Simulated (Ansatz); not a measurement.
Fields on a plane of ZnInGaO4 (InGaZnO4 type, space group R3m)

```
CELL_PARAMETERS angstrom
      1.65751     0.95696     8.58477
     -1.65751     0.95696     8.58477
      0.00000    -1.91393     8.58477
ATOMIC_POSITIONS crystal
  In 0.99705 0.99705 0.99705
  Ga 0.21287 0.21287 0.21287
  Zn 0.78131 0.78131 0.78131
  O  0.13628 0.13628 0.13628
  O  0.87884 0.87884 0.87884
  O  0.28876 0.28876 0.28876
  O  0.70489 0.70489 0.70489
```

The slice is a (1 -1 0 2) plane (indices of the conventional cell) through the point (0.997, 0.997, 0.997) (fractional), spanned by u = [1 0 -1] and v = [010] in vectors of this cell: u (3.32 Å) and v (8.80 Å, at 90° to u). It covers one period; positions are fractions (u, v).

Atoms on it: In at (0.00, 0.00). Other atoms lie within 1 Å of the plane.

The numbers are results of PBEsol (plane waves to 420 eV, PAW, scalar-relativistic; Ansatz, a first-principles code), not measurements. k mesh 12×12×12. Inside the PAW spheres the values are not all-electron values, and peaks at nuclei hang on which shells count as valence. The PAW data are Ansatz's earlier set. ZnInGaO4 was relaxed with its symmetry unable to fall.

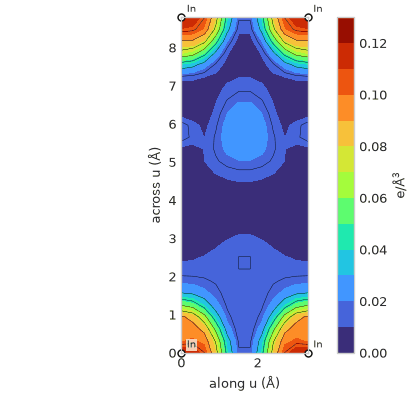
Fig. 1. Density of the lowest conduction band (whole band as if filled, smooth part) in e/Å³, one period of the plane, atoms marked. 

```
v \ u  0.00  0.18  0.36  0.55  0.73  0.91
-----  ----  ----  ----  ----  ----  ----
0.86   -0.8  -1.0  -1.0  -0.9  -1.0  -0.9
0.71   -0.1  -0.5  -1.1  -1.3  -0.8  -0.2
0.57   -0.4  -0.7  -1.3  -1.5  -1.0  -0.5
0.43   -0.1  -0.5  -1.2  -1.4  -0.8  -0.2
0.29   -0.9  -1.1  -1.3  -1.4  -1.2  -0.9
0.14   -0.8  -1.0  -1.0  -1.0  -1.0  -0.9
0.00    1.0   0.5  -0.6  -0.8  -0.2   0.9
```

Values: log₁₀ of the valence density in e/Å³. The scale is logarithmic, as a density can span decades between atoms and voids.
